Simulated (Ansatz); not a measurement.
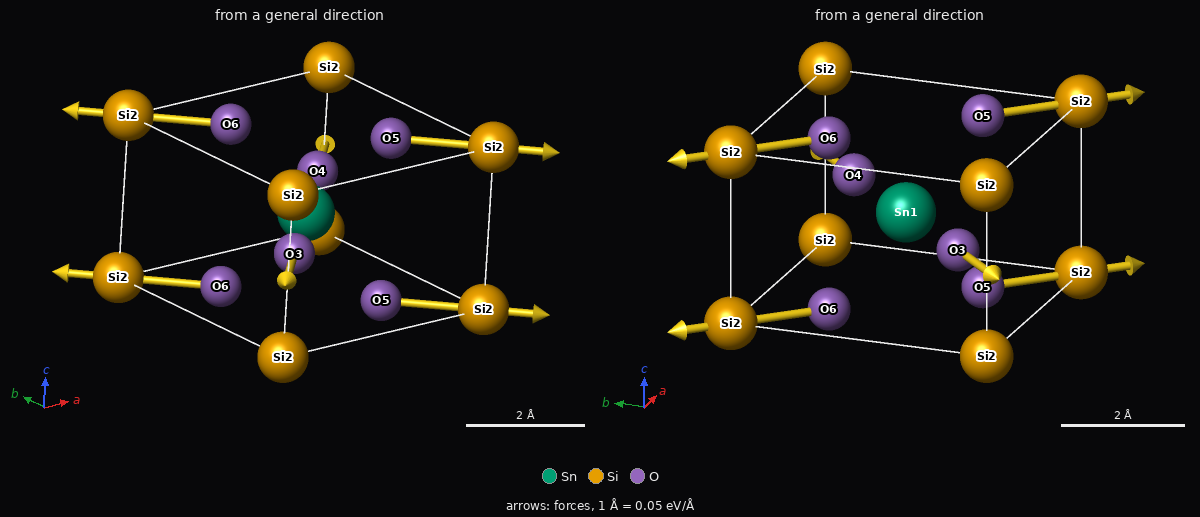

Structure drawing (spheres-only), viewed from two general directions. Thin lines show the simulation cell, with boundary atoms drawn in all their periodic places. The arrows are the computed forces on the atoms.

System: SiSnO$_{4}$. Computational set-up: DFT, PBE, plane waves, PAW in Ansatz, a 420 eV plane-wave basis, a 6×6×8 grid in reciprocal space, Fermi-Dirac smearing of 0.02 eV, no spin polarisation.

Has this structure been optimised to equilibrium?

Answer. No. The atoms still feel forces of up to about 0.13 eV/Å, above a usual threshold of 0.01 to 0.03 eV/Å.

Which atom is pushed hardest?

Answer. O5 and O6, about 0.13 eV/Å.

Provenance: a structure type filled with these elements by a generator (whether the compound takes this form wasn't checked). Earlier steps of the study may have refined or changed the cell and positions. Ansatz was used for an electronic-structure calculation on it.
